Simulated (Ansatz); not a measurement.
Input file:

```
crystal:
  periodic: [false, false, false]
  atoms:
    - { symbol: C, position_ang: [-0.75416, 0.80855, -1.22442] }
    - { symbol: C, position_ang: [-0.05463, 0.31437, -0.29942] }
    - { symbol: Si, position_ang: [0.73562, -0.67249, 1.0899] }
    - { symbol: H, position_ang: [-1.71278, 0.4755, -1.61487] }
    - { symbol: H, position_ang: [-0.42459, 1.70331, -1.75416] }
    - { symbol: H, position_ang: [0.79664, 0.15822, 2.28042] }
    - { symbol: H, position_ang: [1.93331, -1.31622, 0.57789] }
    - { symbol: H, position_ang: [-0.51942, -1.47125, 0.94467] }
total_charge: 1
basis:
  gaussian: { orbitals: "6-31G*" }
hamiltonian:
  xc: r2scan
  dispersion: d4
relax:
  f_tol: 0.02
  max_steps: 50
output:
  orbitals: {}
```

Launched as:

```sh
ansatz run input.yaml --threads 1 --pin off --max-ram 2048MiB --backend cpu --events-out ev --progress --plain --runs-dir out
```

The fields are those of the relaxed geometry.

The calculation used RKS r2SCAN-D4/6-31G* (Ansatz).

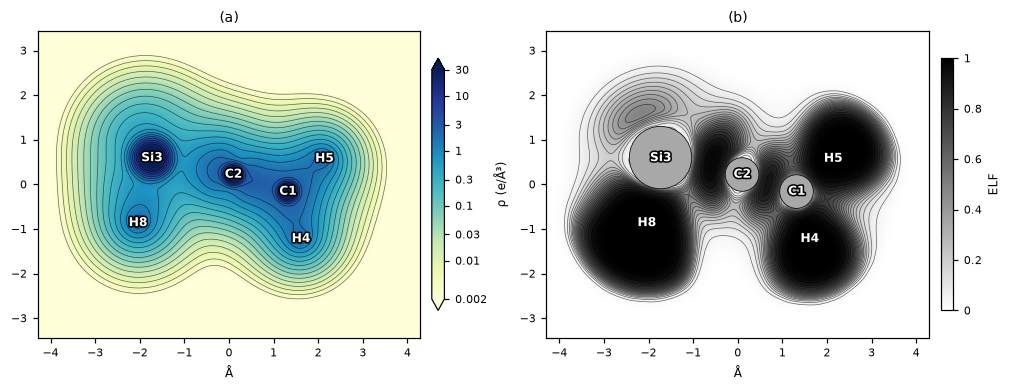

C₂H₅Si (charge +1). (a) electron density; (b) ELF on the plane of atoms C2, C1 and H4. Grey discs cover the atomic cores in the ELF map.

**What do the fields say about this system?**

- The section cuts through C, Si and H sites.
- C–C (1.28 Å): the density is about 2.6 e/Å³ at the midpoint; the ELF peaks at about 0.90 between the atoms (a multiple bond).
- C–Si (1.87 Å): the density is about 0.88 e/Å³ at the midpoint; the ELF peaks at about 1 between the atoms, as expected for localised, covalent bonding.
- C–H (1.10 Å): ρ at the midpoint is about 1.9 e/Å³; the ELF climbs to about 1 towards the hydrogen, as it does in any bond to H (an ordinary covalent bond to hydrogen).
- Si–H (1.50 Å): ρ at the midpoint is about 0.76 e/Å³; the ELF climbs to about 1 towards the hydrogen.
